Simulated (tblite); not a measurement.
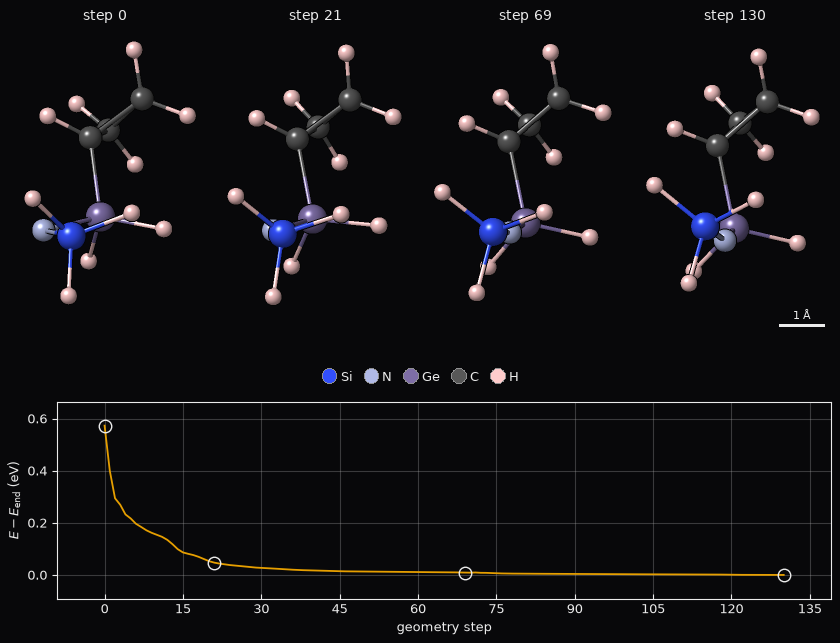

Frames of a relaxation of C$_{3}$H$_{10}$GeNSi (multiplicity 2), marked on the history of the run. The picture is a ball-and-stick view, seen from a free direction.

The calculation used tblite, GFN2-xTB geometry optimisation, gas phase. 

**Describe the path.**

The energy falls by 0.573 eV in 130 geometry steps. The largest move after the best rigid fit is that of the N atom, 1.20 Å. Largest moves by element: N 1.20 Å, H 1.19 Å, Ge 0.39 Å, Si 0.26 Å, C 0.24 Å. Near-neighbour distances that change, for instance: N–Si 1.780 → 1.687 Å, Ge–N 1.836 → 1.755 Å, Ge–H 1.562 → 1.513 Å, C–Ge 1.937 → 1.972 Å. Among the angles between lasting bonds that change: Si–N–Ge 114.2° → 158.0°, N–Si–H 113.9° → 106.9°, N–Ge–H 113.4° → 108.1°. Groups turn about Ge–N by about 115°, N–Si by about 105°, C–Ge by about 40°. The run took 0.78 s on 1 thread of Arm Neoverse V2, on a shared host. From step 0 to 21: an H atom moves most (0.52 Å), energy −0.526 eV. From step 21 to 69: the N atom moves most (0.62 Å), energy −0.038 eV. From step 69 to 130: an H atom moves most (0.37 Å), energy −0.009 eV.

| step | E − E(0), eV |
| --- | --- |
| 0 | 0.0000 |
| 1 | -0.1732 |
| 2 | -0.2787 |
| 3 | -0.3037 |
| 4 | -0.3407 |
| 5 | -0.3562 |
| 6 | -0.3765 |
| 7 | -0.3887 |
| 8 | -0.4015 |
| 9 | -0.4111 |
| 10 | -0.4189 |
| 16 | -0.4919 |
| 23 | -0.5324 |
| 29 | -0.5447 |
| 35 | -0.5518 |
| 42 | -0.5568 |
| 48 | -0.5595 |
| 54 | -0.5610 |
| 61 | -0.5620 |
| 67 | -0.5630 |
| 73 | -0.5649 |
| 79 | -0.5678 |
| 86 | -0.5687 |
| 92 | -0.5690 |
| 98 | -0.5699 |
| 105 | -0.5705 |
| 111 | -0.5708 |
| 117 | -0.5712 |
| 124 | -0.5726 |
| 130 | -0.5729 |
